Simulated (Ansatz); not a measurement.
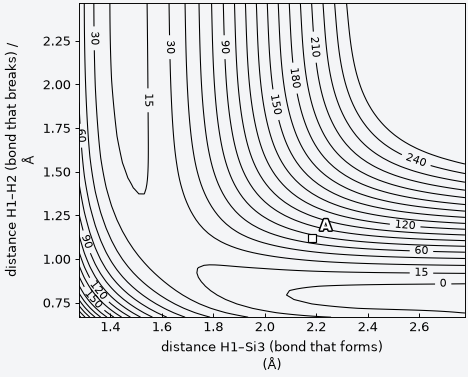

The reacting system F₃H₂Si (fragments H + H + F₃Si where the first distance is long, F₃HSi + H where the second is long), spin multiplicity 2. The first coordinate is: distance H1–Si3 (bond that forms); the second: distance H1–H2 (bond that breaks). Relaxed at each point: all other coordinates. The scan uses a 7 × 7 grid. Points are written as (first, second). All energies are given in kJ/mol relative to the lowest grid point. In part of the range the unrestricted reference is strongly spin-contaminated. The calculation used Ansatz 0.2.0, UKS r2SCAN-D4/def2-SVP.

Drawn: contour lines labelled in kJ/mol (none above 255), the point A. Between grid points the surface is interpolated.

### Which way does the force act at A, and how strong is it?

A, at (2.182 Å, 1.122 Å), is not a stationary point. The computed force is 86 kJ/mol for each Å towards smaller values of the first coordinate and 300 kJ/mol for each Å towards smaller values of the second coordinate.
